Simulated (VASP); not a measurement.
Band structure of Fe$_{2}$O$_{3}$ (corundum). These are PBE GGA + U (Dudarev), VASP's PBE PAW potentials (set 64) (plane waves; VASP) values and carry that method's errors.

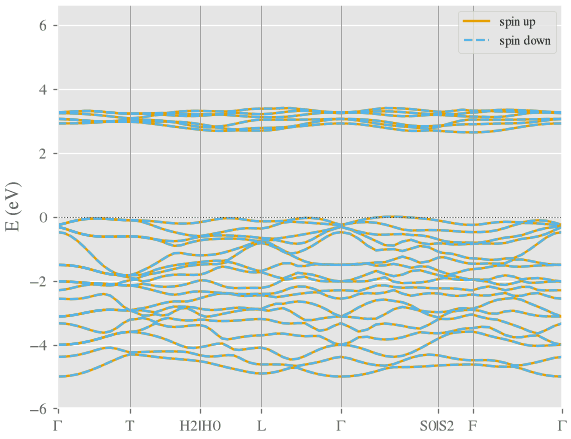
Figure: Bands along high-symmetry lines, zero at the valence-band maximum or, without a gap, the Fermi level

Read the plot: is there a gap, and where are the band edges?

The gap is indirect, 2.64 eV, from the valence maximum at Γ-S0 at 0.55 to the conduction minimum at F. (Edges off the drawn lines would not show.)

The compound is Fe2O3 in the corundum structure. It was relaxed first.
